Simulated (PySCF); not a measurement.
# C₂H₇BrSi₄: electronic excitations

Wanted: the electronic excitations of C₂H₇BrSi₄ (`C#C[Si@@H]1[SiH2][SiH2][Si@H]1Br`), by calculation.

The runs use PySCF 2.14.0, with density-fitted response routines of our own; the level of theory stands in each step. All values are computed, except where a source is named. Atoms count from 0, in the outputs and in this text.

## Step 1: The molecule as given

14 atoms, charge 0, multiplicity 1; geometry from: GFN2-xTB.

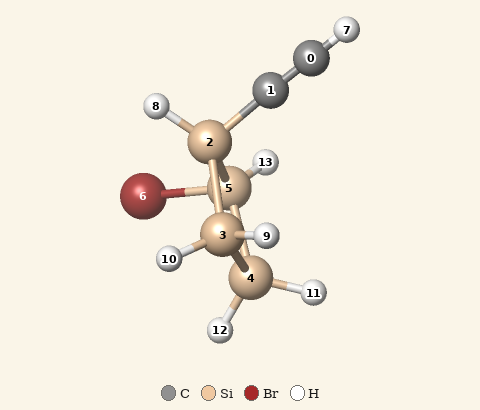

The starting geometry (carbon grey, silicon light orange, bromine red, hydrogen white), atoms numbered.

## Step 2: Ultraviolet spectrum: CAM-B3LYP/def2-SVPD

Job settings and geometry (Å):

```
{"job": {"kind": "uv", "xc": "CAM-B3LYP", "basis": "def2-SVPD", "nstates": 8, "ntriplets": 3}, "charge": 0, "multiplicity": 1}
C      3.354882    -0.734137     0.323082
C      2.338811    -0.103859     0.457053
Si     0.744197     0.810645     0.655743
Si    -1.010786    -0.571948     1.453624
Si    -1.953181    -0.675186    -0.708137
Si    -0.331231     0.872874    -1.466338
Br    -1.277714     2.931500    -1.768563
H      4.250629    -1.274621     0.207106
H      1.132271     2.058302     1.330591
H     -0.586051    -1.850291     2.035566
H     -1.852486     0.037554     2.490565
H     -1.816117    -1.969231    -1.388954
H     -3.360058    -0.308211    -0.892504
H      0.366157     0.776135    -2.750999
```

Level: TDDFT CAM-B3LYP/def2-SVPD, vertical, gas phase, core orbitals frozen in the response.

Started as:

```sh
$ OMP_NUM_THREADS=1 python probes_run.py task.json out
```

The driver reads the jobs from task.json and runs them one after another.

What will the session give for the following? lowest singlet (CAM-B3LYP/def2-SVPD); brightest single state of those computed; lowest triplet; surface potential, least and greatest. Wanted: lowest singlet; brightest single state of those computed; lowest triplet; surface potential, least and greatest.

**Answer**, as computed:

| quantity | value |
| --- | --- |
| lowest singlet (CAM-B3LYP/def2-SVPD) | 4.10 eV (303 nm), f = 0.000 |
| brightest single state of those computed | state 4, 5.62 eV, f = 0.121 |
| lowest triplet | 3.77 eV |
| surface potential, least and greatest | -0.61 V and 1.64 V |

In words: The first singlet state (HOMO→LUMO 0.95) lies at 4.10 eV and is dark; of the 8 states computed, the strongest absorption comes from state 4 at 5.62 eV. The lowest triplet lies 0.32 eV below the lowest singlet (triplets in Tamm-Dancoff, singlets in full TDDFT). By nearest atom (CAM-B3LYP/def2-SVPD), the HOMO sits on Br6 23 %; Si2, Si5 about 18 % each and the LUMO on Si5 22 %; Si2, Si4 about 12 % each.
